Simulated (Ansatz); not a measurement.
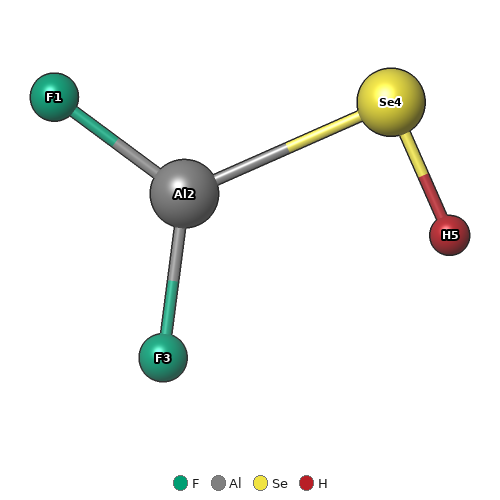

The system is AlF₂HSe, SMILES [F][Al]([F])[SeH]; the picture shows the grid point nearest to the relaxed geometry. 
- Two internal coordinates are moved rigidly from the geometry relaxed at PBE0-D4/def2-TZVP, all others fixed.
- First axis: bond Al2–F3. Second axis: angle Se4–Al2–F3.
- The grid has 5 × 5 points.
- Points are written as (first, second).
- Energies: kJ/mol, counted from the lowest grid point.
- Method: RKS PBE0-D4/def2-TZVPP (Ansatz).

Its coordinates:

```xyz
5

F     0.8200   -0.3562    2.0135
Al    0.4067   -0.2812    0.4318
F     1.2470   -1.2117   -0.6760
Se   -1.3023    1.0880   -0.2216
H    -1.1024    0.6658   -1.6158
```

Range: bond Al2–F3 from 1.474 to 1.965 Å; angle Se4–Al2–F3 from 103.3 to 139.3°.

> What will the energy surface look like?

The lowest grid point is at (1.673 Å, 121.3°). It is the only kind of minimum in the scanned range. The highest grid point, (1.965 Å, 139.3°), lies 111 kJ/mol above the lowest. Round the minimum the two coordinates are weakly coupled (coupling 0.06 in units of the two stiffnesses).

```
angle Se4–Al2–F3 ↓, bond Al2–F3 →  1.474  1.555  1.673  1.812  1.965
                            139.3     67     26     18     51    111
                            130.3     55     13      4     37     96
                            121.3     52     10      0     31     90
                            112.3     58     15      4     34     90
                            103.3     75     30     17     44     99
```

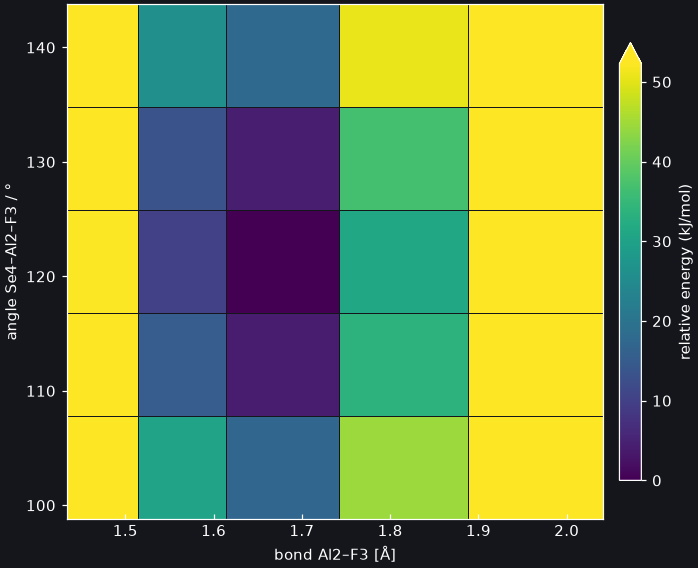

Drawn: one coloured cell a grid point, one colour for all values above the top of the scale.
